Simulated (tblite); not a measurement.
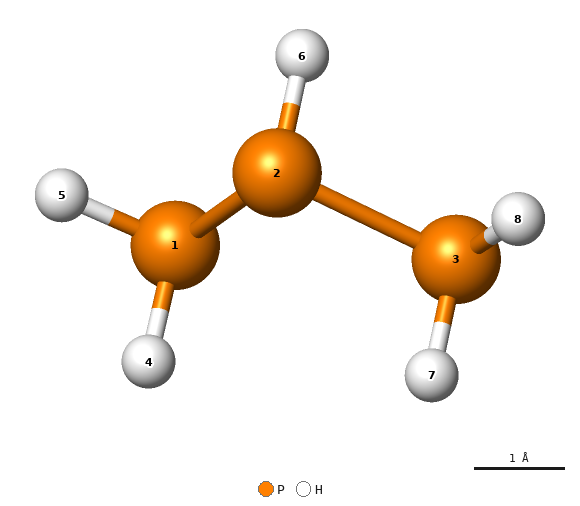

P$_{3}$H$_{5}$, before the relaxation. Style: ball-and-stick. Shown at a tilt.

All numbers below come from GFN2-xTB geometry optimisation, gas phase in tblite 0.8.0.

```xyz
8

P     1.7508    0.0775   -0.4995
P    -0.0189   -0.4240    0.8471
P    -1.6723   -0.1399   -0.6612
H     1.6619    1.4985   -0.4280
H     2.7809   -0.0454    0.4607
H     0.0722   -1.8417    0.8143
H    -1.7874    1.2757   -0.5904
H    -2.7781   -0.3912    0.1878
```

Q: Where does the relaxation end?

A: The largest moves after the best rigid fit, 0.20 Å, are those of H5 and H8. By element the largest moves are H 0.20 Å, P 0.12 Å. Near-neighbour distances that change, for instance: P1–P2 2.280 → 2.169 Å, P2–P3 2.256 → 2.169 Å, P1–H4 1.426 → 1.396 Å, P3–H8 1.417 → 1.392 Å. Bond angles that change, for instance: P1–P2–H6 99.0° → 93.6°, P2–P3–H7 98.7° → 93.4°, P2–P1–H4 98.1° → 93.4°. The energy falls by 0.330 eV in 15 geometry steps.

Final geometry:

```xyz
8

P     1.6562    0.0336   -0.5251
P    -0.0179   -0.3095    0.8102
P    -1.5838   -0.1685   -0.6836
H     1.5899    1.4207   -0.3863
H     2.5899   -0.0762    0.5022
H     0.0734   -1.7016    0.7099
H    -1.7072    1.2147   -0.5446
H    -2.5915   -0.4037    0.2481
```

After the run, drawn alike:

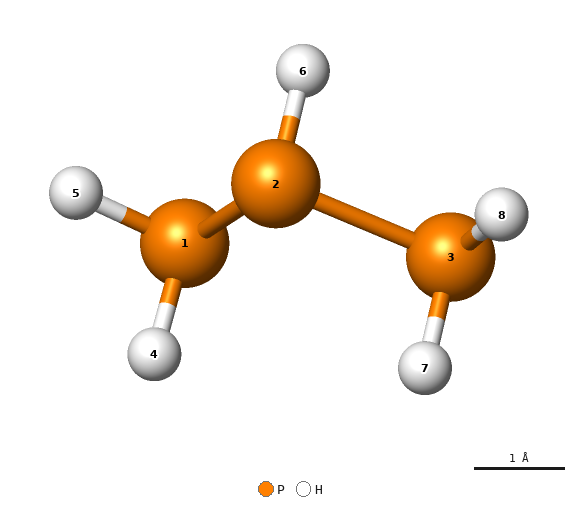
